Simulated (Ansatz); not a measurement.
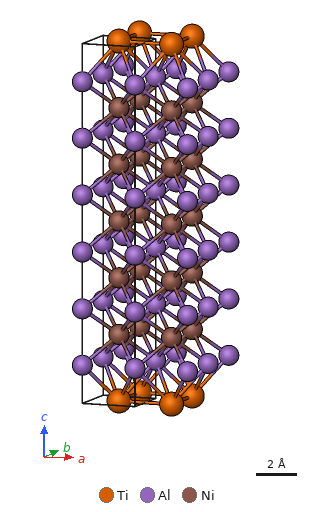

Solid TiAl6Ni5 (a generated structure, set up in P4/mmm), before the relaxation. A ball-and-stick model of the cell of the calculation, repeated 2 × 2 × 1 with one cell outlined, seen slightly off an axis.

Theory: DFT PBE, scalar-relativistic, plane waves, PAW (Ansatz 0.2.0).

Input file:
```yaml
crystal:
  lattice:
    - [2.8767814241, 0.0, 0.0]
    - [0.0, 2.8767814241, 0.0]
    - [0.0, 0.0, 18.5530268168]
  atoms:
    - { symbol: Ti, position: [0.5, 0.5, 0.0] }
    - { symbol: Al, position: [0.0, 0.0, 0.7371869731] }
    - { symbol: Al, position: [0.0, 0.0, 0.5792572297] }
    - { symbol: Al, position: [0.0, 0.0, 0.4207427703] }
    - { symbol: Al, position: [0.0, 0.0, 0.2628130269] }
    - { symbol: Al, position: [0.0, 0.0, 0.1060421617] }
    - { symbol: Al, position: [0.0, 0.0, 0.8939578383] }
    - { symbol: Ni, position: [0.5, 0.5, 0.6578274298] }
    - { symbol: Ni, position: [0.5, 0.5, 0.5] }
    - { symbol: Ni, position: [0.5, 0.5, 0.3421725702] }
    - { symbol: Ni, position: [0.5, 0.5, 0.1848957671] }
    - { symbol: Ni, position: [0.5, 0.5, 0.8151042329] }
basis:
  ecutwfc: 420
kpoints:
  mp_grid: { grid: [14, 14, 2] }
hamiltonian:
  xc: pbe
scf:
  occupations: { method: gaussian, width: 0.1 }
output:
  forces: true
  stress: true
  eigenvalues: true
  write_density: true
  write_potential: true
  elf: true
  volumetric_format: npy
relax:
  adjacent_minimum: "off"
  f_tol: 0.01
  max_steps: 80
  cell: { stress_tol: 0.05 }
```

Run as
```bash
ansatz run input.yaml --threads 4 --pin off --max-ram 8192MiB --backend cpu --events-out ev --progress --plain --runs-dir out
```

> What does the optimiser find from here?

The largest moves relative to the cell, 0.022 Å, are those of Al2 and Al5. Al2 goes along −c. Largest moves by element: Al 0.022 Å, Ni 0.013 Å. Ti stays in place. The drawn cell changes at constant volume: a = b 2.877 → 2.891 Å (+0.5 %), c 18.553 → 18.361 Å (−1.0 %). Among the contacts that change: Ti1–Ti1 2.877 → 2.891 Å, Al2–Ni8 2.511 → 2.502 Å, Al2–Ni12 2.496 → 2.501 Å. The space group stays P4/mmm (No. 123). After 4 accepted moves (5 points after the start) the energy has fallen by 0.5 meV per atom. The largest force component goes from 0.11 to 0.0028 eV/Å. Pressure: −0.09 GPa at the start and −0.02 GPa at the end. The SCF was repeated once at an unchanged geometry on a basis and grid sized afresh for the cell, which shifted the energy by less than 0.05 meV per atom at most. Cost: 88 s on 4 threads of Arm Neoverse V1, with other jobs on the host, peak memory 0.97 GiB.

History of the run:

```csv
step,"E − E(0), meV/atom","largest force component, eV/Å","pressure, GPa","volume, Å³/atom",note
0,0.00,0.1055,-0.09,12.795,
1,-0.24,0.0551,-0.15,12.804,
2,-0.41,0.0070,0.00,12.791,
3,-0.46,0.0119,0.00,12.789,
4,-0.47,0.0028,-0.02,12.790,
5,-0.47,0.0028,-0.02,12.790,"same geometry, new basis"
```

Final geometry:

```
CELL_PARAMETERS angstrom
2.89119 0.00000 0.00000
0.00000 2.89119 0.00000
0.00000 0.00000 18.36074
ATOMIC_POSITIONS crystal
Ti 0.50000 0.50000 0.00000
Al 0.00000 0.00000 0.73597
Al 0.00000 0.00000 0.57869
Al 0.00000 0.00000 0.42131
Al 0.00000 0.00000 0.26403
Al 0.00000 0.00000 0.10661
Al 0.00000 0.00000 0.89339
Ni 0.50000 0.50000 0.65738
Ni 0.50000 0.50000 0.50000
Ni 0.50000 0.50000 0.34262
Ni 0.50000 0.50000 0.18559
Ni 0.50000 0.50000 0.81441
```

After the run, drawn alike:

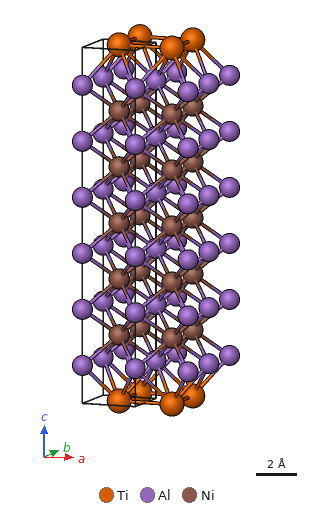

Limits of the set-up: an element that often carries a moment was run without spin polarisation.
